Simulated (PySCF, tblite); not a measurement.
# C5H10BClO: geometry, infrared bands and NMR shifts

Aim: predict the infrared bands and NMR shifts of C5H10BClO (`B[C@@H](C)CO/C=C/Cl`).

Computed with tblite 0.8.0 and PySCF 2.14.0, with density-fitted response routines of our own, on a single molecule in the gas phase. Atoms count from 0, in the outputs and in this text.

### Step 1. The starting structure

18 atoms, charge 0, multiplicity 1; geometry from: force field or distance geometry start.

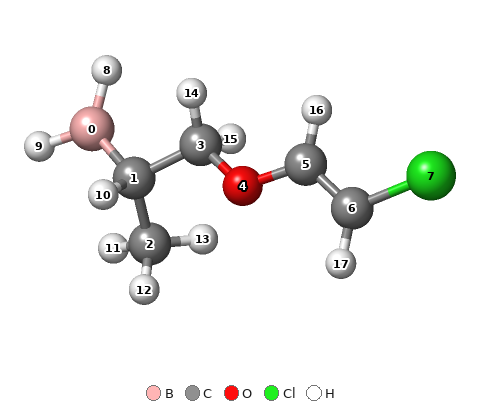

The starting geometry (boron pink, carbon grey, oxygen red, chlorine green, hydrogen white), atoms numbered.

### Step 2. Relaxing the molecule with GFN2-xTB

The job: settings as JSON, then the geometry in Å.

```
{"job": {"kind": "relax", "xc": "GFN2-xTB", "basis": "xTB"}, "charge": 0, "multiplicity": 1}
B     -2.335600     0.853100    -1.157500
C     -1.260500     0.684700    -0.015100
C     -1.730000    -0.432700     0.920500
C      0.060000     0.288600    -0.610100
O      1.094900     0.098000     0.350200
C      2.380100    -0.268800     0.001700
C      3.244300    -0.773900     0.891100
Cl     4.864300    -1.203100     0.348800
H     -1.975200     0.969800    -2.269200
H     -3.477400     1.085300    -0.908100
H     -1.192500     1.597600     0.622200
H     -2.835900    -0.593100     0.780500
H     -1.542700    -0.185200     1.973900
H     -1.181600    -1.341900     0.629700
H      0.348100     0.984400    -1.414200
H     -0.084200    -0.711000    -1.070200
H      2.680800    -0.123100    -1.024800
H      2.934100    -0.922300     1.938900
```

Launch:

```sh
OMP_NUM_THREADS=1 python probes_run.py task.json out
```

One launch serves the whole session: the jobs run in the order shown.

**Question.** This job is followed by: GFN2-xTB harmonic vibrations, gas phase; GIAO PBE0/pcSseg-1 NMR shielding, non-relativistic, gas phase. Predict these results of the whole session: strongest single infrared mode (GFN2-xTB); zero-point energy (GFN2-xTB); ¹³C shifts against TMS (PBE0/pcSseg-1); ¹H shifts against TMS (PBE0/pcSseg-1, means over atoms taken as alike); ¹¹B shifts against BF3·OEt2 (PBE0/pcSseg-1); ¹⁷O shifts against H2O (PBE0/pcSseg-1); ³⁵Cl shifts against HCl (PBE0/pcSseg-1).

The runs gave:

```
                                                              quantity                                         value
                             strongest single infrared mode (GFN2-xTB)                         1162 cm⁻¹, 311 km/mol
                                          zero-point energy (GFN2-xTB)                                 87.0 kcal/mol
                                ¹³C shifts against TMS (PBE0/pcSseg-1)            157.1, 110.4, 80.7, 45.6, 16.2 ppm
¹H shifts against TMS (PBE0/pcSseg-1, means over atoms taken as alike)  7.85, 6.77, 5.81, 4.50, 3.77, 1.48, 1.47 ppm
                           ¹¹B shifts against BF3·OEt2 (PBE0/pcSseg-1)                                      90.5 ppm
                                ¹⁷O shifts against H2O (PBE0/pcSseg-1)                                     120.5 ppm
                               ³⁵Cl shifts against HCl (PBE0/pcSseg-1)                                       111 ppm
```

**Reading.** Relaxing lowered the energy by 0.507 eV in 114 steps; the close pair that moved most is C6–Cl7, from 1.761 to 1.719 Å. No mode is imaginary among the 48: a minimum at this level. The strongest single mode, at 1162 cm⁻¹, moves mainly H17 and O4. Unscaled tight-binding wavenumbers are off by several per cent, some by more. Its intensities can rank the bands wrongly. C5 (alkene carbon bearing oxygen) lies farthest downfield among carbon, at 157.1 ppm; an sp2 carbon further deshielded by the attached heteroatom. At PBE0/pcSseg-1: Shielding is most anisotropic at Cl7 (span 344 ppm, paramagnetic term -305 ppm).
